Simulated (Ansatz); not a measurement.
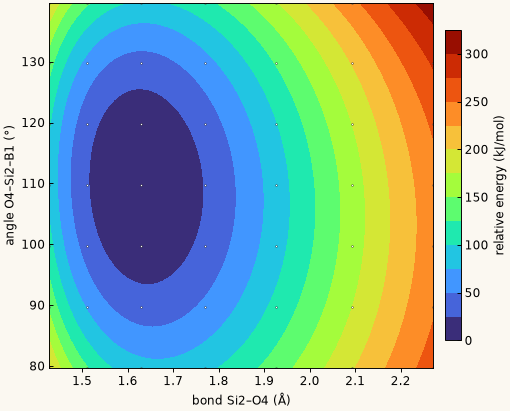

Energy landscape of BH₃O₂Si, SMILES B[Si](=O)O. Two internal coordinates are moved rigidly from the geometry relaxed at PBE0-D4/def2-TZVP, all others fixed. The first coordinate is: bond Si2–O4; the second: angle O4–Si2–B1. The scan uses a 7 × 7 grid. Points are written as (first, second). All energies are given in kJ/mol relative to the lowest grid point. The calculation used Ansatz, RKS r2SCAN-D4/def2-TZVPP.

Drawn: filled contours, dots at the grid points. Between grid points the surface is interpolated. 

### Summarise what can be read from the map.

The lowest grid point is at (1.630 Å, 109.7°). It is the only kind of minimum in the scanned range. The highest grid point, (2.272 Å, 139.7°), lies 315 kJ/mol above the lowest. Round the minimum the two coordinates are weakly coupled (coupling 0.07 in units of the two stiffnesses).

The input of one point:

```yaml
crystal:
  periodic: [false, false, false]
  atoms:
    - {symbol: B, position_ang: [-0.908976, 1.068115, -0.021075]}
    - {symbol: Si, position_ang: [0.524974, -0.272798, 0.312549]}
    - {symbol: O, position_ang: [1.521076, -0.166765, 1.452260]}
    - {symbol: O, position_ang: [0.443470, -1.454546, -0.807151]}
    - {symbol: H, position_ang: [-0.695426, 2.024113, -0.700363]}
    - {symbol: H, position_ang: [-1.971844, 0.958636, 0.507404]}
    - {symbol: H, position_ang: [1.087251, -2.167894, -0.752817]}
basis:
  gaussian: {orbitals: def2-TZVPP}
hamiltonian: {xc: r2scan, dispersion: d4}
output: {forces: true}
```

Each point was launched as `ansatz run in.yaml --threads 2 --pin off --events-out ev --progress --plain --max-ram 4352MiB`.
